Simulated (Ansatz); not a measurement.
# Lu: relaxing cell and atoms at 20 GPa

Wanted: the geometry at rest of Lu (a known structure type filled with other elements, at an estimated volume), relaxing cell and atoms at 20 GPa, and its electronic structure there.

Computed, not measured: Ansatz 0.2.0, DFT, PBE, no spin polarisation, plane waves, PAW.

### Step 1. The structure

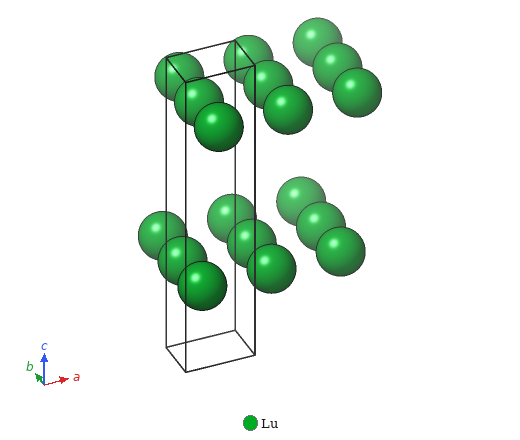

Viewed slightly off an axis; lutetium green. 3×3×1 cells are drawn.

The structure is hexagonal, space group P6_3/mmc (No. 194). The conventional cell has a = 3.400 Å, b = 3.400 Å, c = 10.968 Å, α = 90.00°, β = 90.00°, γ = 120.00°. Lu (site symmetry -6m2) is surrounded by 6 Lu at 3.40 Å.

Coordinates:

```cif
data_structure
_symmetry_space_group_name_H-M 'P 1'
_symmetry_Int_Tables_number 1
_cell_length_a 3.4001
_cell_length_b 3.4001
_cell_length_c 10.9677
_cell_angle_alpha 90.000
_cell_angle_beta 90.000
_cell_angle_gamma 60.000
_cell_volume 109.81
loop_
_atom_site_label
_atom_site_type_symbol
_atom_site_fract_x
_atom_site_fract_y
_atom_site_fract_z
_atom_site_occupancy
Lu1 Lu 0.33333 0.33333 0.25000 1
Lu2 Lu 0.66667 0.66667 0.75000 1
```

The first density is read from a saved solution for the starting cell.

### Step 2. The walk to rest

The input, input.yaml:

```yaml
crystal:
  lattice:
    - [1.700057, 2.944582, 0.0]
    - [-1.700057, 2.944582, 0.0]
    - [0.0, 0.0, 10.967669]
  atoms:
    - { symbol: Lu, position: [0.33333, 0.33334, 0.25] }
    - { symbol: Lu, position: [0.66666, 0.66667, 0.75] }
  symmetry: { tolerance: 0.0003 }
kpoints:
  mp_grid: { grid: [11, 11, 3], shift: [0, 0, 0] }
magnetization:
  spin_polarized: false
scf:
  occupations: { method: fermi_dirac }
  lower_state_search: "off"
hamiltonian:
  pseudopotentials: { kind: paw }
  xc: pbe
basis:
  ecutwfc: 420
  fft_grid_basis: typed
relax:
  max_steps: 40
  cell: { p_target: 20.0 }
output:
  forces: true
  stress: true
  eigenvalues: true
  bader: true
  populations: true
  elf: true
  write_potential: true
  volumetric_format: npy
  dos:
    e_range: [-12, 8]
    de: 0.05
    projected: { site_lists: { Lu: [Lu] } }
checkpoint:
  read: saved_state
```

Command:

```
$ ansatz run input.yaml --threads 2 --pin off --max-ram 2560MiB --backend cpu --events-out ev --progress --plain --runs-dir out
```

Output, cut to the lines that bear on the results:

```text
Warning: the atoms were moved onto the symmetric positions of the space group found under crystal.symmetry.tolerance 3.0e-4 (fractional; no operation is sought that the atoms, as they stand in a round, miss by more than twice it, and no atom is moved by as much as it), and the run uses [...]
Warning: checkpoint.read: basis.xc_grid differs: saved 1, current 2 (points along each axis for each point of the dense box; where the key is left out runs that use forces, runs that use the stress, dielectric runs by a finite field, finite-displacement phonons, runs of [...]
Warning: RAYON_NUM_THREADS=2 ignored (pool sized by the plan → 2); use --threads N
Lu: projections on atomic orbitals take those of the free atom [Kr 4d10] 4f14 5s2 5p6 5d1 6s2, of charge +0.00 (hamiltonian.pseudopotentials.projection_atoms); the dataset's partial waves leave at most 5.1e-5 of an orbital's norm unspanned inside its sphere
band count auto-derived: 31 (N_el = 50.0; filled up to band 25; 30 by the electrons, moments and atoms)
[...]
Pseudopotentials: kind: paw
Pseudopotential: Lu, paw, valence charge 25, recommended cutoff 420 eV (normal), Lu.paw.azcp
Functional definition: PBE
[...]
Crystal: 2 atoms, lattice volume = 109.807 Å³
Basis set: ecut = 420 eV, 2149 PW (Γ), exchange–correlation on 48×48×150 points (8 copies of the dense FFT grid, shifted against one another)
Bands: 31, of which v1, the nominal top of the filled ones, is band 25 counted from 1 (24 counted from 0)
Symmetry: 24 space group operations
Space group: P63/mmc (ITA 194), of the structure as read, at distance tolerance 1.4e-3 Å
k-points: 32 of 363
[...]
SCF iter   1: F=—  HF=-29462.127330 eV  |F-HF|=—  |Δ(HF+E_count)|=         —  Δρ=2.28e-3  dr2=1.05e-2  ethr=2.35e-5  ⟨swp⟩=2.1  Hψ=6142  notcnv=0
[...]
relax step   1: F+E_penalty+E_count = -29462.12553775 eV  Δ(F+E_penalty+E_count) = +0.000e0 eV  max|allowed force component| = 2.168e-19 eV/Å  Δτ_max = 0.0000 Å  P = -1.975 GPa  Ω = 109.807 Å³  (7 SCF iters, dr2 threshold 1.00e-7 eV, accepted)
[...]
relax step   2: F+E_penalty+E_count = -29462.25747496 eV  Δ(F+E_penalty+E_count) = -1.319e-1 eV  max|allowed force component| = 4.246e-19 eV/Å  Δτ_max = 0.0000 Å  P = -0.444 GPa  Ω = 96.795 Å³  energy of the carried Pulay correction = +2.124e-3 eV  (7 SCF iters, dr2 threshold 2.00e-7 eV, accepted)
[...]
SCF iter   4: F=—  HF=-29462.336870 eV  |F-HF|=—  |Δ(HF+E_count)|=   3.40e-3  Δρ=3.37e-4  dr2=8.10e-5  ethr=4.20e-6  ⟨swp⟩=2.1  Hψ=1880  notcnv=0
```

### Step 3. The output, continued

Output, continued:

```text
SCF iter   5: F=—  HF=-29462.336913 eV  |F-HF|=—  |Δ(HF+E_count)|=   4.31e-5  Δρ=9.12e-5  dr2=3.70e-6  ethr=1.62e-7  ⟨swp⟩=2.0  Hψ=1582  notcnv=0
SCF iter   6: F=—  HF=-29462.336913 eV  |F-HF|=—  |Δ(HF+E_count)|=   2.00e-7  Δρ=3.17e-5  dr2=5.71e-7  ethr=7.41e-9  ⟨swp⟩=2.1  Hψ=1795  notcnv=0
SCF iter   7: F=-29462.336914 eV  HF=-29462.336914 eV  |F-HF|=3.54e-8  |Δ(HF+E_count)|=   6.96e-7  Δρ=1.37e-5  dr2=8.45e-8  ethr=4.00e-10  ⟨swp⟩=12.2  Hψ=10408  notcnv=0
SCF 3 converged in 7 iterations: F = -29462.336914 eV  dr2 = 8.45e-8
  Residual-converged pass: ⟨swp⟩=1.0  Hψ=1121  notcnv=0  max |occ|·‖R‖ = 7.0e-9 eV (tolerance 1.0e-8 eV)  dr2=8.45e-8  dr2_onsite=4.49e-8  max |Δocc| = 1.7e-11
relax step   3: F+E_penalty+E_count = -29462.33691399 eV  Δ(F+E_penalty+E_count) = -7.944e-2 eV  max|allowed force component| = 5.647e-19 eV/Å  Δτ_max = 0.0000 Å  P = +0.936 GPa  Ω = 86.648 Å³  energy of the carried Pulay correction = +3.980e-3 eV  (7 SCF iters, dr2 threshold 2.00e-7 eV, accepted)
[... from here on, the SCF cycles and remarks between the steps are left out ...]
relax step   4: F+E_penalty+E_count = -29462.42834945 eV  Δ(F+E_penalty+E_count) = -9.144e-2 eV  max|allowed force component| = 4.319e-18 eV/Å  Δτ_max = 0.0000 Å  P = +2.247 GPa  Ω = 78.458 Å³  energy of the carried Pulay correction = +5.627e-3 eV  (6 SCF iters, dr2 threshold 2.00e-7 eV, accepted)
relax step   5: F+E_penalty+E_count = -29462.56977128 eV  Δ(F+E_penalty+E_count) = -1.414e-1 eV  max|allowed force component| = 6.849e-18 eV/Å  Δτ_max = 0.0000 Å  P = +3.504 GPa  Ω = 71.695 Å³  energy of the carried Pulay correction = +7.101e-3 eV  (7 SCF iters, dr2 threshold 2.00e-7 eV, accepted)
relax step   6: F+E_penalty+E_count = -29462.80689168 eV  Δ(F+E_penalty+E_count) = -2.371e-1 eV  max|allowed force component| = 1.043e-17 eV/Å  Δτ_max = 0.0000 Å  P = +4.516 GPa  Ω = 66.082 Å³  energy of the carried Pulay correction = +8.412e-3 eV  (7 SCF iters, dr2 threshold 2.00e-7 eV, accepted)
relax step   7: F+E_penalty+E_count = -29463.08034453 eV  Δ(F+E_penalty+E_count) = -2.735e-1 eV  max|allowed force component| = 6.361e-18 eV/Å  Δτ_max = 0.0000 Å  P = +5.726 GPa  Ω = 60.968 Å³  energy of the carried Pulay correction = +9.679e-3 eV  (7 SCF iters, dr2 threshold 2.00e-7 eV, accepted)
relax step   8: F+E_penalty+E_count = -29463.39321242 eV  Δ(F+E_penalty+E_count) = -3.129e-1 eV  max|allowed force component| = 2.978e-17 eV/Å  Δτ_max = 0.0000 Å  P = +7.209 GPa  Ω = 56.303 Å³  energy of the carried Pulay correction = +1.090e-2 eV  (7 SCF iters, dr2 threshold 2.00e-7 eV, accepted)
relax step   9: F+E_penalty+E_count = -29463.70027197 eV  Δ(F+E_penalty+E_count) = -3.071e-1 eV  max|allowed force component| = 1.619e-17 eV/Å  Δτ_max = 0.0000 Å  P = +9.502 GPa  Ω = 52.090 Å³  energy of the carried Pulay correction = +1.206e-2 eV  (8 SCF iters, dr2 threshold 2.00e-7 eV, accepted)
relax step  10: F+E_penalty+E_count = -29463.92266664 eV  Δ(F+E_penalty+E_count) = -2.224e-1 eV  max|allowed force component| = 7.401e-17 eV/Å  Δτ_max = 0.0000 Å  P = +13.434 GPa  Ω = 48.136 Å³  energy of the carried Pulay correction = +1.320e-2 eV  (7 SCF iters, dr2 threshold 2.00e-7 eV, accepted)
relax step  11: F+E_penalty+E_count = -29464.05648555 eV  Δ(F+E_penalty+E_count) = -1.338e-1 eV  max|allowed force component| = 1.156e-17 eV/Å  Δτ_max = 0.0000 Å  P = +17.581 GPa  Ω = 45.026 Å³  energy of the carried Pulay correction = +1.413e-2 eV  (7 SCF iters, dr2 threshold 2.00e-7 eV, accepted)
relax step  12: F+E_penalty+E_count = -29463.90171473 eV  Δ(F+E_penalty+E_count) = +1.548e-1 eV  max|allowed force component| = 4.857e-17 eV/Å  Δτ_max = 0.0000 Å  P = +24.132 GPa  Ω = 42.063 Å³  energy of the carried Pulay correction = +1.505e-2 eV  (8 SCF iters, dr2 threshold 2.00e-7 eV, accepted)
relax step  13: F+E_penalty+E_count = -29464.22928705 eV  Δ(F+E_penalty+E_count) = -3.276e-1 eV  max|allowed force component| = 4.163e-17 eV/Å  Δτ_max = 0.0000 Å  P = +18.381 GPa  Ω = 44.463 Å³  energy of the carried Pulay correction = +1.432e-2 eV  (6 SCF iters, dr2 threshold 2.00e-7 eV, accepted)
relax step  14: F+E_penalty+E_count = -29464.14707155 eV  Δ(F+E_penalty+E_count) = +8.222e-2 eV  max|allowed force component| = 6.476e-17 eV/Å  Δτ_max = 0.0000 Å  P = +19.923 GPa  Ω = 43.763 Å³  energy of the carried Pulay correction = +1.453e-2 eV  (5 SCF iters, dr2 threshold 2.00e-7 eV, accepted)
relax step  15: F+E_penalty+E_count = -29464.14286558 eV  Δ(F+E_penalty+E_count) = +4.206e-3 eV  max|allowed force component| = 1.203e-16 eV/Å  Δτ_max = 0.0000 Å  P = +19.998 GPa  Ω = 43.730 Å³  energy of the carried Pulay correction = +1.454e-2 eV  (5 SCF iters, dr2 threshold 3.27e-8 eV, accepted)
relax step  16: F+E_penalty+E_count = -29464.14039734 eV  Δ(F+E_penalty+E_count) = +2.468e-3 eV  max|allowed force component| = 1.064e-16 eV/Å  Δτ_max = 0.0000 Å  P = +19.961 GPa  Ω = 43.730 Å³  stress off target by 5.22e-2 GPa  SCF on the basis re-selected at this cell (its energy is not comparable with the rows above)  (7 SCF iters)
relax step  17: F+E_penalty+E_count = -29464.13807826 eV  Δ(F+E_penalty+E_count) = +2.319e-3 eV  max|allowed force component| = 2.313e-17 eV/Å  Δτ_max = 0.0000 Å  P = +20.005 GPa  Ω = 43.711 Å³  energy of the carried Pulay correction = +7.049e-6 eV  (4 SCF iters, dr2 threshold 6.81e-9 eV, accepted)
iter 1 solved again at ethr=1.72e-8 eV; its pass at ethr=3.10e-3 eV (dr2=8.60e-6 eV) is discarded
SCF iter   1: F=—  HF=-29464.138075 eV  |F-HF|=—  |Δ(HF+E_count)|=         —  Δρ=3.27e-6  dr2=4.34e-9  ethr=1.72e-8  ⟨swp⟩=6.2  Hψ=9693  notcnv=0
SCF iter   2: F=—  HF=-29464.138076 eV  |F-HF|=—  |Δ(HF+E_count)|=   9.75e-7  Δρ=2.14e-6  dr2=1.41e-9  ethr=8.68e-12  ⟨swp⟩=4.2  Hψ=3088  notcnv=0
SCF iter   3: F=—  HF=-29464.138076 eV  |F-HF|=—  |Δ(HF+E_count)|=  7.06e-10  Δρ=1.11e-6  dr2=5.16e-10  ethr=2.82e-12  ⟨swp⟩=2.4  Hψ=1958  notcnv=0
SCF iter   4: F=—  HF=-29464.138076 eV  |F-HF|=—  |Δ(HF+E_count)|=    0.00e0  Δρ=7.70e-7  dr2=1.85e-10  ethr=1.03e-12  ⟨swp⟩=3.7  Hψ=2539  notcnv=0
SCF iter   5: F=—  HF=-29464.138076 eV  |F-HF|=—  |Δ(HF+E_count)|=  3.27e-11  Δρ=1.60e-7  dr2=1.25e-11  ethr=1.00e-12  ⟨swp⟩=9.2  Hψ=8295  notcnv=0
SCF iter   6: F=-29464.138076 eV  HF=-29464.138076 eV  |F-HF|=7.28e-12  |Δ(HF+E_count)|=  3.64e-12  Δρ=3.83e-8  dr2=8.31e-13  ethr=1.00e-12  ⟨swp⟩=7.8  Hψ=6325  notcnv=0
SCF 18 converged in 6 iterations: F = -29464.138076 eV  dr2 = 8.31e-13
relax step  18: F+E_penalty+E_count = -29464.13807594 eV  Δ(F+E_penalty+E_count) = +2.326e-6 eV  max|allowed force component| = 6.014e-17 eV/Å  Δτ_max = 0.0000 Å  P = +20.005 GPa  Ω = 43.711 Å³  stress off target by 8.51e-3 GPa  SCF on the basis re-selected at this cell (its energy is not comparable with the rows above)  (6 SCF iters)
basis re-selected at this cell: Δ(F+E_penalty+E_count) = +2.326e-6 eV, ΔP = -0.000 GPa vs the last step (what re-selecting the basis moved, of the pressure what is left beyond the Pulay correction that the steps carried, after the strain that the cell walked since its last selection, with what the two solves' SCF thresholds leave and, on support functions, any second-order correction that the steps lacked; it is no measure of the basis error at this ecutwfc). This SCF's stress stands 8.51e-3 GPa from its target on what of the cell is left free (relax.cell.stress_tol is 5.00e-2 GPa) and its largest allowed force component is 6.01e-17 eV/Å (relax.f_tol is 1.00e-2 eV/Å): within both
SCF converged after 6 iterations
Free energy (F): -29464.138076 eV
Harris-Foulkes:  -29464.138076 eV  (|F-HF|=7.28e-12)
Internal energy: -29464.070826 eV  (E = F + TS)
E sigma→0 (E₀):  -29464.104451 eV
Entropy (-TS):   -0.067250 eV (-33.625 meV/atom)
Fermi energy:    18.789483 eV
--- Per-component energies (eV) ---
  E_band       = 267.238748
  E_kinetic    = 853.421684
  E_local      = -12051.029676  (includes V_loc(G=0)·N_el)
  E_nonlocal   = 1152.187297
  E_hartree    = 5068.845532
  E_xc         = -442.012931
  E_vxc        = -524.223194  (∫ρ·V_xc dr)
  E_paw        = -14750.416235  (= ΣΔE_a)
  E_vpaw       = 699.191522  (= ΣTr[D̂ρ^β])
  E_aug_tail   = 0.000071  (compensation charges beyond the density's cutoff)
  E_ewald      = -9295.066568
  E_smearing   = -0.067250  (= −TS)
  E_closure    = -0.000000  (closes the sum)
  Σ components = -29464.138076   (vs F -29464.138076, Δ=0.00e0)
--- Forces (eV/Å), atoms counted from 1 ---
  atom   1  Lu    -0.00000000     0.00000000     0.00000000
  atom   2  Lu     0.00000000    -0.00000000    -0.00000000
  max |Σ_I F_I| component: 6.48e-17 eV/Å
--- Stress (GPa, compression-positive) ---
       20.003694      -0.000000      -0.000000
       -0.000000      20.003694      -0.000000
       -0.000000      -0.000000      20.008514
  P = ⅓ Tr σ = 20.0053 GPa (200.053 kbar)
--- Band table (eV; the first three rows and the last of 32) ---
  k-point 0: bands = ["-36.8290", "-36.7044", "-8.2904", "-7.1956", "-7.1956", "-7.0040", "-7.0040", "-6.9529", "12.1058", "14.2672", "14.2765", "14.2887", "14.3525", "14.3525", "14.3723", "14.3723", "14.3896", "14.3896", "14.4035", "14.4564", "14.4564", "14.4989", "14.5067", "15.8185", "20.6177", "21.2058", "21.2058", "21.6738", "22.2216", "22.2216", "22.9902"]
  k-point 1: bands = ["-36.7981", "-36.7358", "-7.9820", "-7.3160", "-7.1482", "-7.1482", "-7.0524", "-7.0524", "13.1729", "14.2428", "14.2580", "14.3221", "14.3221", "14.3330", "14.3433", "14.3433", "14.3864", "14.4391", "14.4391", "14.4799", "14.4799", "14.5008", "14.5048", "15.2142", "19.9055", "20.7524", "20.9500", "20.9500", "21.4864", "21.4864", "24.4688"]
  k-point 2: bands = ["-36.8219", "-36.7018", "-8.2578", "-7.2671", "-7.2193", "-7.0796", "-7.0124", "-6.9679", "12.3829", "14.2696", "14.2846", "14.2985", "14.3440", "14.3584", "14.3591", "14.3696", "14.3925", "14.3934", "14.4114", "14.4484", "14.4518", "14.4882", "14.4971", "16.0968", "20.2736", "20.5774", "21.4774", "21.8810", "22.1564", "22.4800", "22.6116"]
  k-point 31: bands = ["-36.7012", "-36.6948", "-8.0096", "-7.9603", "-7.7663", "-7.5629", "-7.2564", "-7.2021", "14.3200", "14.3208", "14.3315", "14.3316", "14.3546", "14.3638", "14.3779", "14.3791", "14.3887", "14.4126", "14.4198", "14.4245", "14.4598", "14.4599", "17.3878", "17.9302", "18.3655", "18.4447", "19.8673", "19.8718", "22.2573", "23.9037", "25.7851"]
--- Relaxed structure (16 steps of the walk, 16 accepted, 2 SCFs on fresh bases) ---
  F+E_penalty+E_count = -29464.13807594 eV   max|allowed force component| = 6.014e-17 eV/Å   (the final SCF, on the basis selected at the relaxed cell)
  cell:  # Å, volume = 43.7109 Å³
    - [1.5879724447714125, 2.7504489553634497, 1.917903841180462e-17]
    - [-1.5879724447714125, 2.7504489553634497, -1.917903841180462e-17]
    - [1.2373082535250764e-16, -1.764429552812577e-33, 5.003951529304787]
  atoms:
    - { symbol: Lu, position: [0.3333333333333334, 0.3333333333333334, 0.25000000000000006] }
    - { symbol: Lu, position: [0.6666666666666667, 0.6666666666666667, 0.7500000000000001] }
--- Löwdin populations: 2 sites ---
  site symbol       q [e]
     0     Lu     24.9766
     1     Lu     24.9766
  spilling = 0.000936 (of n_electrons = 50.000000)
--- Bader charges: 2 sites ---
  site symbol  charge [e]  shift [e]
     0     Lu      0.0000     0.0000
     1     Lu      0.0000     0.0000
  estimated error of the sums over rays = 2.8e-4 e
```

Run time: 84 s. Hardware: 2 threads of Arm Neoverse V1, shared host; peak memory 0.43 GiB.

The steps of the relaxation:

```
step  energy from step 1 (eV/cell)  largest force component (eV/Å)  pressure (GPa)  volume (Å³)
   1                        0.0000                          0.0000           -1.98       109.81
   2                       -0.1319                          0.0000           -0.44        96.79
   3                       -0.2114                          0.0000            0.94        86.65
   4                       -0.3028                          0.0000            2.25        78.46
   5                       -0.4442                          0.0000            3.50        71.70
   6                       -0.6814                          0.0000            4.52        66.08
   7                       -0.9548                          0.0000            5.73        60.97
   8                       -1.2677                          0.0000            7.21        56.30
   9                       -1.5747                          0.0000            9.50        52.09
  10                       -1.7971                          0.0000           13.43        48.14
  11                       -1.9309                          0.0000           17.58        45.03
  12                       -1.7762                          0.0000           24.13        42.06
  13                       -2.1037                          0.0000           18.38        44.46
  14                       -2.0215                          0.0000           19.92        43.76
  15                       -2.0173                          0.0000           20.00        43.73
  16                       -2.0149                          0.0000           19.96        43.73
  17                       -2.0125                          0.0000           20.01        43.71
  18                       -2.0125                          0.0000           20.01        43.71
```

Step 1 is the start. Steps 16, 18 repeat the geometry before on a plane-wave basis chosen anew for that cell, so the energy can jump there without any move; the table keeps such jumps.

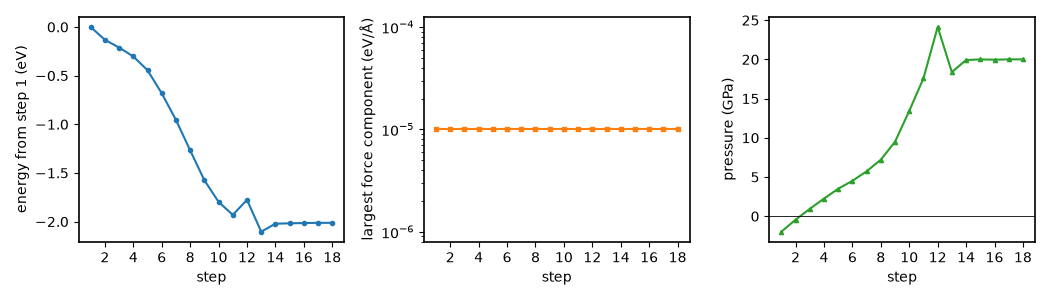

Energy, largest force and pressure along the relaxation.

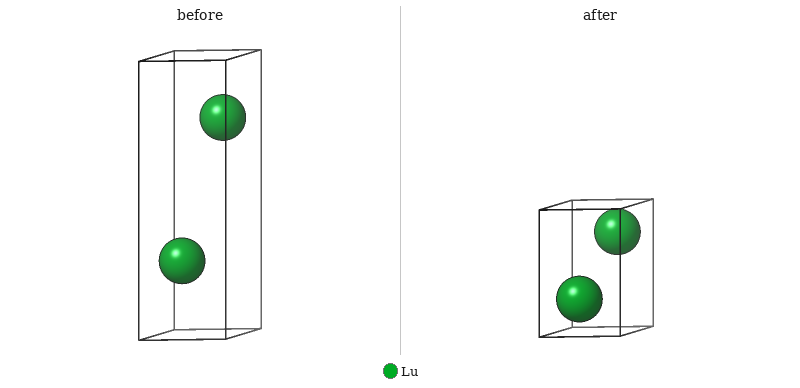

Before and after, at one scale. Each atom of the cell is drawn once.

| input's cell | before | after | change |
| --- | --- | --- | --- |
| a (Å) | 3.400 | 3.176 | -6.6 % |
| b (Å) | 3.400 | 3.176 | -6.6 % |
| c (Å) | 10.968 | 5.004 | -54.4 % |
| volume (Å³/atom) | 54.90 | 21.86 | -60.2 % |

At a target of 20 GPa the walk lowers the enthalpy E + PV, so the energy alone may rise.

### Step 4. Total and projected density of states

States per cell by energy window, from dos.tsv and pdos.tsv (tetrahedra; eV from the Fermi level):

```
from    to  total  Lu d   Lu f
-7.0  -6.0   0.02  0.00   0.00
-6.0  -5.0   0.21  0.02   0.01
-5.0  -4.0  28.28  0.15  27.77
-4.0  -3.0   0.59  0.27   0.05
-3.0  -2.0   1.20  0.88   0.01
-2.0  -1.0   1.77  1.55   0.02
-1.0   0.0   1.82  1.68   0.01
 0.0   1.0   1.84  1.61   0.01
 1.0   2.0   2.51  2.24   0.01
 2.0   3.0   2.50  2.12   0.01
```

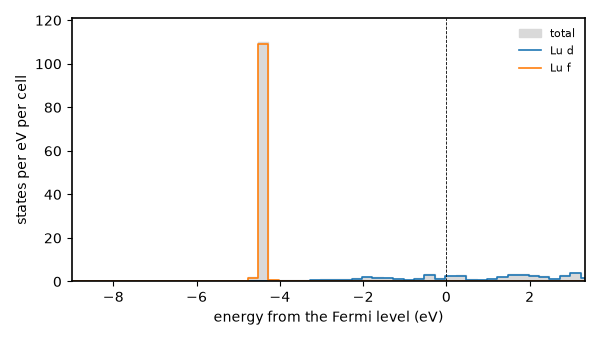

Total and projected density of states, in bins of 0.25 eV.

### Step 5. Atomic charges

Gathered by element (positive charge: electrons given up): Löwdin charges also hold the electrons that the projection spills.

```
element  atoms  Bader charge (e)  Bader volume (Å³)  Löwdin charge (e)
     Lu      2              0.00               21.9              +0.02
```

### Step 6. Real-space fields

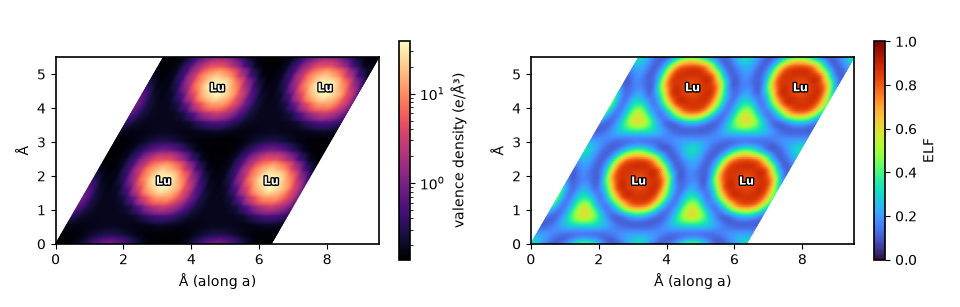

Valence density (left, log scale) and ELF (right) in the plane spanned by a and b at height 0.750 along c (axes of the input's cell); atoms within 0.2 Å are lettered, 2×2 cells. These are the smooth PAW fields, not the true ones near the nuclei.

At the density minimum on some short contacts:

```
contact  length (Å)  minimum at (fraction)  density (e/Å³)   ELF
Lu1–Lu2       3.102                   0.50           0.172  0.16
```

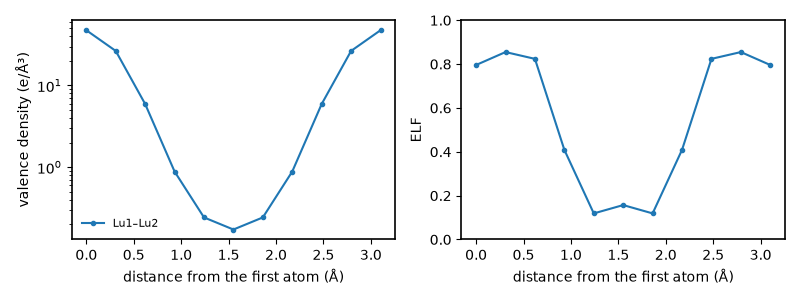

Smooth valence density and ELF along the contacts, at tenths of each length.

### Step 7. What came out

| quantity | value |
| --- | --- |
| moves | 15 |
| largest move | 0.00 Å |
| space group (0.01 Å), before / after | P6_3/mmc / P6_3/mmc |
| cell | a = 3.176 Å, b = 3.176 Å, c = 5.004 Å, α = 90.00°, β = 90.00°, γ = 60.00° |
| volume | 21.86 Å³/atom (-60.2 %) |
| pressure at the end | 20.01 GPa |
| character | metal |
| density of states, mean within 0.25 eV of the Fermi level | 2.1 per eV per cell |

The volume shrank by 60.2 %, and the atoms end where they began within the cell. The shape changed more than that tells: the edges moved by -7, -7, -54 %. The run held to 24 symmetry operations, so a lower structure without them is not ruled out. It is a metal; within 0.25 eV of the Fermi level the density of states averages 2.1 per eV per cell, mostly Lu d (88 %).

Limits of this run: the k mesh is coarse for a cell without a gap.
